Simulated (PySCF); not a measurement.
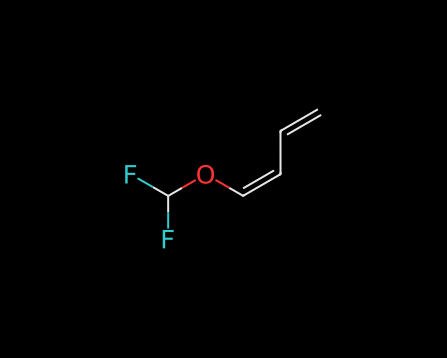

Structural formula above. The computed structure is the end point of a PBE0-D3(BJ)/def2-SVP optimisation. No frequency run is at hand to confirm it as a minimum.

Describe the 3D structure.

The molecule is C5H6F2O. Its SMILES string is `C=C/C=C\OC(F)F`. It has no ring. Among its groups: ether, alkene, C–F bond. The point group is C1. Coordination: 4 C trigonal planar; 1 O bent; 1 C tetrahedral.

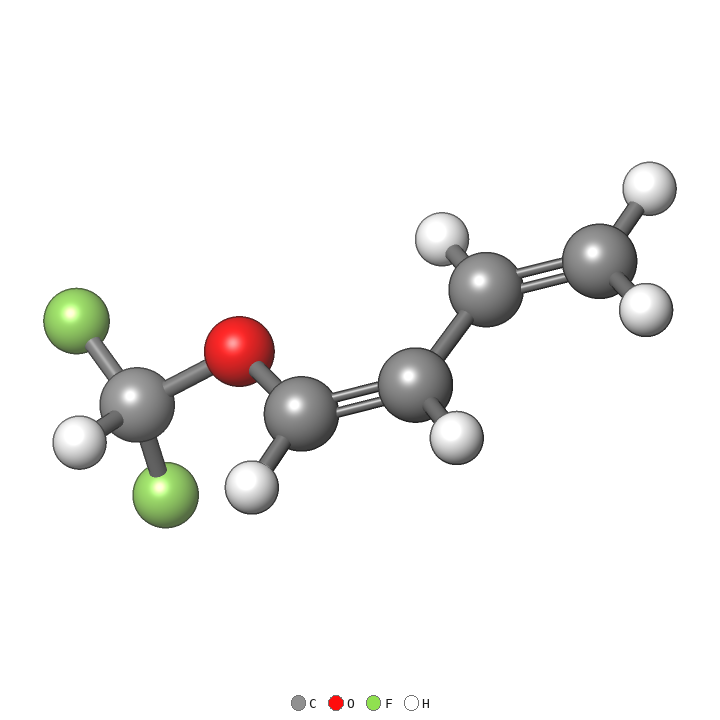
